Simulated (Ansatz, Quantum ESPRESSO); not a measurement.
# TlS (Pm-3m): from the cell to the phonon bands, part 3 of 3

How does TlS (Pm-3m) vibrate, and is this structure a minimum?

Quantum ESPRESSO 7.5; DFT LDA, scalar-relativistic, plane waves, PseudoDojo norm-conserving pseudopotentials.

So far, lowest frequency on the path (cm⁻¹): step 9 (interpolated phonon bands) -152. Also highest frequency (cm⁻¹): step 9 188. The relaxed cell has a = 3.480 Å (conventional setting).

### 10. Density of states

Sums over the zone need many more wavevectors than were solved, so the interpolation is sampled on a dense mesh.

matdyn.in reads:

```
&INPUT
  asr    = 'crystal'
  flfrc  = 'x.fc'
  dos    = .true.
  fldos  = 'x.dos'
  nk1    = 13
  nk2    = 13
  nk3    = 13
  deltaE = 1.0
  la2F   = .true.
/
```

Run with:

```console
$ matdyn.x -in matdyn.in > matdyn.out
```

Numbers of over 12 decimals in the logs are rounded to 6 here.

What it wrote:

```text
[banner, memory and clock lines left out]
Program MATDYN v.7.5

 mass for atomic type   1 not given; uses mass from file x.fc
 mass for atomic type   2 not given; uses mass from file x.fc
 Norm of the difference between old and new effective charges:    0.000000

 Norm of the difference between old and new force-constants:   4.68888e-06

     Message from routine matdyn:
     Z* not found in file x.fc, TO-LO splitting at q=0 will be absent!
 Norm of the difference between old and new effective charges:    0.000000

 Norm of the difference between old and new force-constants:   7.6665e-05

 Norm of the difference between old and new effective charges:    0.000000

 Norm of the difference between old and new force-constants:   0.000392177

 Norm of the difference between old and new effective charges:    0.000000

 Norm of the difference between old and new force-constants:   0.000401989

 Norm of the difference between old and new effective charges:    0.000000

 Norm of the difference between old and new force-constants:   0.000551186

 Norm of the difference between old and new effective charges:    0.000000

 Norm of the difference between old and new force-constants:   0.000799396

 Norm of the difference between old and new effective charges:    0.000000

 Norm of the difference between old and new force-constants:   0.00114619

 Norm of the difference between old and new effective charges:    0.000000

 Norm of the difference between old and new force-constants:   0.00160543

 Norm of the difference between old and new effective charges:    0.000000

 Norm of the difference between old and new force-constants:   0.00216428

 Norm of the difference between old and new effective charges:    0.000000

 Norm of the difference between old and new force-constants:   0.00278625

 Norm of the difference between old and new effective charges:    0.000000

 Norm of the difference between old and new force-constants:   0.00342721

Note: The following floating-point exceptions are signalling: IEEE_UNDERFLOW_FLAG
```

Wall time 9.1 s (1 thread of Arm Neoverse V2, shared host).

Numbers from this step:

- share of modes beyond 3i cm⁻¹ on the dense interpolated mesh: 0.1217

The phonon density of states has structure finer than the step of the table below, so its rows give means over 20 cm⁻¹, whole bins alone (the curve runs from -150 to 186 cm⁻¹). Peaks (cm⁻¹: height): total 41.8: 0.0533, 67.8: 0.0978, 155.8: 0.0268; S 63.8: 0.0154, 129.8: 0.0243, 155.8: 0.0264; Tl 67.8: 0.0856.

Tetrahedra. Table of phonon density of states by wavenumber; means over each step; values in 1/cm⁻¹/cell:

```csv
wavenumber (cm⁻¹),total,S,Tl
-140,0.00187,0.00187,0
-120,0.00365,0.00365,1.6e-6
-100,0.00457,0.00456,1.5e-5
-80,0.00497,0.00491,5.9e-5
-60,0.00546,0.00524,2.2e-4
-40,0.00636,0.00563,7.3e-4
-20,0.00626,0.00431,0.00195
0,0.00972,0.00372,0.00600
20,0.0271,0.00335,0.0237
40,0.0458,0.00665,0.0392
60,0.0688,0.0115,0.0572
80,0.0268,0.0108,0.0160
100,0.0163,0.0131,0.00313
120,0.0178,0.0169,9.2e-4
140,0.0214,0.0209,5.0e-4
160,0.0250,0.0246,3.9e-4
```

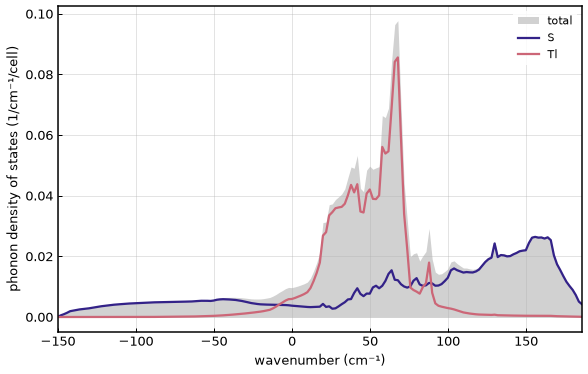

Phonon density of states against wavenumber.

### 11. A second program

The same cell goes through another code at the same cutoff. The files are of one family, but Ansatz's library holds files of its own making for some heavy elements, so those for Tl may differ. Its k mesh is centred on Γ.

This step: DFT LDA, scalar-relativistic, plane waves, norm-conserving pseudopotentials of its library (PseudoDojo's, some remade) (Ansatz 0.2.0).

input.yaml reads:

```yaml
crystal:
  lattice:
    - [3.4800241179, 0.0, 0.0]
    - [0.0, 3.4800241179, 0.0]
    - [0.0, 0.0, 3.4800241179]
  atoms:
    - { symbol: Tl, position: [0.5, 0.5, 0.5] }
    - { symbol: S, position: [0.0, 0.0, 0.0] }
kpoints:
  mp_grid: { grid: [8, 8, 8] }
hamiltonian:
  xc: lda
  pseudopotentials: { kind: nc, accuracy: standard }
scf:
  occupations: { method: cold, width: 0.27211 }
output:
  eigenvalues: true
basis:
  ecutwfc: 843.553
phonons:
  method: dfpt
  qmesh: [2, 2, 2]
  temperatures: { t_max: 1000, t_step: 50 }
  qpath:
    path:
      - [[0.0, 0.0, 0.0], [0.0, 0.5, 0.0], [0.5, 0.5, 0.0], [0.0, 0.0, 0.0], [0.5, 0.5, 0.5], [0.0, 0.5, 0.0]]
      - [[0.5, 0.5, 0.5], [0.5, 0.5, 0.0]]
    npoints: 12
  electrical_resistivity: { temperatures: [77, 300], mesh: [16, 16, 16] }
```

Run with:

```console
$ ansatz run input.yaml --threads 4 --pin off --max-ram 8192MiB --backend cpu --events-out ev --progress --plain --runs-dir out
```

What it wrote:

```text
Engine: ansatz 0.2.0, aarch64-unknown-linux-gnu
Pseudopotentials: kind: nc
Pseudopotential: Tl, nc, valence charge 13, recommended cutoff 843.552974 eV (normal), Tl.nc.azcp (PseudoDojo's, or run here from an input of PseudoDojo's; its table is named by hamiltonian.pseudopotentials.accuracy)
Pseudopotential: S, nc, valence charge 6, recommended cutoff 734.707429 eV (normal), S.nc.azcp (PseudoDojo's, or run here from an input of PseudoDojo's; its table is named by hamiltonian.pseudopotentials.accuracy)
Functional definition: SPW92
  exchange = slater_x
  correlation = pw_c
Crystal: 2 atoms, lattice volume = 42.145 Å³
Basis set: ecut = 843.553 eV, 2325 PW (Γ), exchange–correlation on 72×72×72 points (8 copies of the dense FFT grid, shifted against one another)
Bands: 14, of which v1, the nominal top of the filled ones, is band 10 counted from 1 (9 counted from 0)
Symmetry: 48 space group operations
k-points: 35 of 512
Non-local potential: Tl, projectors of the file, l = 0: 2, l = 1: 2, l = 2: 2
Non-local potential: S, projectors of the file, l = 0: 2, l = 1: 2, l = 2: 2
Initial density: superposition of atomic densities (chi_scale 0.1, normalization cell, long waves kept (reshape's long-wave potential 0.00 eV rms))
Initial wavefunctions: pseudopotential atomic-orbital guess
Functional: x = slater, c = lda
SCF iter   1: F=—  HF=-1952.026786 eV  |F-HF|=—  |Δ(HF+E_count)|=         —  Δρ=1.84e-2  dr2=1.42e-1  ethr=3.10e-3  ⟨swp⟩=6.3  Hψ=3122  notcnv=0
preconditioner: auto → none  [metal: Δε(μ)=0.004 eV  Ē_g=13.938 eV  σ=0.272 eV  W_gap=0.01  n_scr=6 (ndim 8)  ℏωp=24.9 eV  f_vac=0.000  D(μ)=1.85/eV (n_scr^D=18)  sad-step TF]
SCF iter   2: F=—  HF=-1951.990455 eV  |F-HF|=—  |Δ(HF+E_count)|=   3.63e-2  S|Δr|=    0.00e0  Δρ=8.33e-3  dr2=2.55e-2  ethr=7.45e-4  ⟨swp⟩=1.0  Hψ=770  notcnv=0
SCF iter   3: F=—  HF=-1951.984218 eV  |F-HF|=—  |Δ(HF+E_count)|=   6.24e-3  S|Δr|=    0.00e0  Δρ=1.56e-3  dr2=1.08e-3  ethr=1.34e-4  ⟨swp⟩=2.1  Hψ=677  notcnv=0
SCF iter   4: F=—  HF=-1951.983906 eV  |F-HF|=—  |Δ(HF+E_count)|=   3.12e-4  S|Δr|=    0.00e0  Δρ=4.00e-4  dr2=5.37e-5  ethr=5.68e-6  ⟨swp⟩=2.1  Hψ=649  notcnv=0
SCF iter   5: F=—  HF=-1951.983897 eV  |F-HF|=—  |Δ(HF+E_count)|=   9.11e-6  S|Δr|=    0.00e0  Δρ=5.30e-5  dr2=1.06e-6  ethr=2.83e-7  ⟨swp⟩=1.9  Hψ=684  notcnv=0
SCF iter   6: F=—  HF=-1951.983896 eV  |F-HF|=—  |Δ(HF+E_count)|=   9.15e-7  S|Δr|=    0.00e0  Δρ=6.75e-6  dr2=7.19e-9  ethr=5.56e-9  ⟨swp⟩=2.9  Hψ=855  notcnv=0
SCF iter   7: F=—  HF=-1951.983896 eV  |F-HF|=—  |Δ(HF+E_count)|=  7.49e-10  S|Δr|=    0.00e0  Δρ=4.14e-7  dr2=6.56e-11  ethr=3.79e-11  ⟨swp⟩=2.3  Hψ=790  notcnv=0
[...]
Σ components = -1951.983896   (vs F -1951.983896, Δ=0.00e0)
--- Band table (eV; the first three rows and the last of 35) ---
  k-point 0: bands = [... 6 lower, 5.6771, 8.3899, 8.3899, 8.3899, 16.2990, 16.2990, 19.4684, 19.4684]
  k-point 1: bands = [... 6 lower, 5.0553, 8.5437, 8.5437, 8.7487, 16.3520, 16.4160, 18.7841, 18.7841]
  k-point 2: bands = [... 6 lower, 3.8551, 8.9479, 8.9479, 9.4623, 15.2377, 16.4948, 17.4422, 17.4422]
  k-point 34: bands = [... 6 lower, 7.6843, 7.7149, 7.7149, 7.7149, 10.6317, 10.6317, 10.6317, 25.9960]
--- Phonons (Γ-DFPT): 2 representative perturbations + reference (Σ response iterations 6) ---
  ASR residual: 7.403e-5 → 0.000e0 eV/Å²; symmetrization residual: 3.159e-8 eV/Å²
  ASR residual per site (eV/Å²): 7.40e-5 1.84e-6
  Γ frequencies (cm⁻¹): 0.00 0.00 0.00 63.13 63.13 63.13
--- Phonons (arbitrary-q DFPT): 4 irreducible q on the 2×2×2 mesh ---
  q = [0.0000, 0.0000, 0.0000] (star 1, of the zone-centre solve; hermiticity 1.56e-7, symmetrization 1.41e-13): -0.00 -0.00 0.00 63.13 63.13 63.13
  q = [0.0000, 0.0000, -0.5000] (star 3, 4 solved perturbations in 400 linear systems a pass and spin channel, the states on 125 of 512 k-point pairs; hermiticity 7.12e-14, symmetrization 2.92e-13, the responses' own estimated error 7.5e-8 eV/Å²): -37.82 -37.82 25.94 25.94 87.86 121.19
  q = [0.0000, -0.5000, -0.5000] (star 3, 4 solved perturbations in 400 linear systems a pass and spin channel, the states on 125 of 512 k-point pairs; hermiticity 7.21e-10, symmetrization 6.93e-14, the responses' own estimated error 7.4e-8 eV/Å²): -152.23 -14.55 64.94 64.94 188.37 188.37
  q = [-0.5000, -0.5000, -0.5000] (star 1, 2 solved perturbations on 75 of 512 k-point pairs; hermiticity 2.31e-13, symmetrization 1.17e-12, the responses' own estimated error 7.5e-8 eV/Å²): 71.03 71.03 71.03 151.02 151.02 151.02
  sum rule: each row above includes the acoustic sum rule's correction from the zone centre's row sums; it moved no ω² by more than (0.31 cm⁻¹)²
  mesh force constants: q→R imaginary residual 1.54e-17; ASR residual 7.403e-5 → 0.000e0 eV/Å²; symmetrization residual 1.998e-15 eV/Å²
  interpolated dispersion: 74 rows × 6 modes
  density of states and harmonic sums: on the 18×18×18 q-mesh, interpolated from the force constants of a 2×2×2 supercell (no non-analytic term)
  largest difference from the sums on the solved wave vectors: F 2.94e-1 eV, S 3.92e-4 and C_V 1.01e-4 eV/K
  zero-point energy: 0.026146 eV/cell   skipped modes (ω ≤ 0): 171, of them read as no rigid motion or as one in doubt: 168 (7.377e-1 modes/cell left out, lowest -152.23 cm⁻¹)   left out of the sums: 1.23e-1 of the cell's modes: C_V's classical limit lies that fraction below 3 k_B per atom; for a crystal, a wire or a layer, F and S can be off by more, and a phonons.interpolated_qmesh denser along its periods is the remedy for the sampling
Error: electrical resistivity: the mode of lowest frequency at the wavevector [0.0000, -0.5000, -0.5000] is imaginary, -152.23 cm⁻¹ (written negative): the force constants describe an unstable lattice; relax the structure, enlarge phonons.supercell (under dfpt, kpoints.mp_grid), or, with a block electrical_resistivity or superconductivity, name a file of force constants under which the crystal is stable (phonons.electron_phonon_force_constants)
The harmonic force constants that this run solved are whole in <dir>
[key lines of the parts left out:]
SCF converged after 8 iterations
Free energy (F): -1951.983896 eV
Fermi energy:    9.692920 eV
```

Run time: 39 s. Hardware: 4 threads; peak memory 0.71 GiB.

The run ended with an error: “electrical resistivity: the mode of lowest frequency at the wavevector [0.0000, -0.5000, -0.5000] is imaginary, -152.23 cm⁻¹ (written negative): the force constants describe an unstable lattice”.

The phonons were solved, but the coupling sums need a stable lattice.

### 12. What came out

```
space group after relaxation                                       : Pm-3m
volume per atom                                                    : 21.1 Å³
highest optical zone-centre mode (no LO-TO term)                   : 63.1 cm⁻¹
q mesh                                                             : 2×2×2
lowest mode on the q mesh (acoustic ones at the zone centre apart) : -152.2 cm⁻¹
imaginary modes on the q mesh                                      : yes
```

**Reading.** TlS (Pm-3m) is unstable: a mode solved on the 2×2×2 mesh is imaginary, 152i cm⁻¹; its spectrum reaches 188 cm⁻¹. At the LDA level the optical modes of TlS (Pm-3m) at the zone centre lie at 63 cm⁻¹. The most unstable solved mode lies at q = (0, -0.5, -0.5), on the zone boundary, so the distortion that it points to doubles the cell. These are harmonic frequencies at zero temperature: anharmonic shifts and linewidths and thermal expansion are left out. Spin-orbit coupling is left out, which can matter for the heavy elements here. In a metal the frequencies hang on the k mesh and the smearing, most of all near Kohn anomalies. The runs are without spin polarisation, although the cell has an odd electron count or an open d or f shell, so a magnetic state was not tested. The λ that matdyn.x prints is not taken as a result: on such q meshes it can be far off, most of all in cells of several atoms. The q mesh stands for a supercell only 7.0 Å across, so branches between the solved wavevectors are rough. The structure comes from a database and need not be the phase that is stable at ambient conditions.

[Host names and launcher messages were left out of these logs when they were recorded.]

[Logs are printed without paths, hosts, clocks, repeated set-up lines and the standing remarks that a program may print on its own settings, such as how far it seeks lower states.]

[Hosts, paths, dates, database ids (printed as entryN), source tags and the programs' standing remarks are cut or masked in the printed files.]
